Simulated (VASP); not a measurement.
Given:

```yaml
crystal:
  lattice:
    - [3.84094, 0.00000, 0.00000]
    - [-1.92047, 3.32635, 0.00000]
    - [0.00000, 0.00000, 6.44289]
  atoms:
    - { symbol: Cd, position: [0.00000, 0.00000, 0.00000] }
    - { symbol: Cd, position: [0.00000, 0.00000, 0.50000] }
    - { symbol: S, position: [0.33333, 0.66667, 0.25000] }
    - { symbol: S, position: [0.66667, 0.33333, 0.75000] }
```

Level of theory: r2SCAN meta-GGA, VASP's PBE PAW potentials (set 64) (plane waves; VASP). Settings: 400 eV cut-off, 8×8×4 Γ-centred mesh, tetrahedra with Blöchl corrections, potentials Cd S.

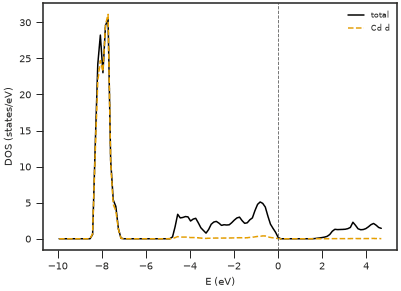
*Total and projected density of states, zero at the valence-band maximum*

Within 2 eV below the valence-band maximum the largest weight inside VASP's projection spheres is S p.

The gap is direct, 1.24 eV, from the valence maximum at Γ to the conduction minimum at Γ.

The structure was generated: CdS was put into the NiAs type type (P6_3/mmc), which need not be its known phase. It was relaxed first, which changed the volume by +9 %.
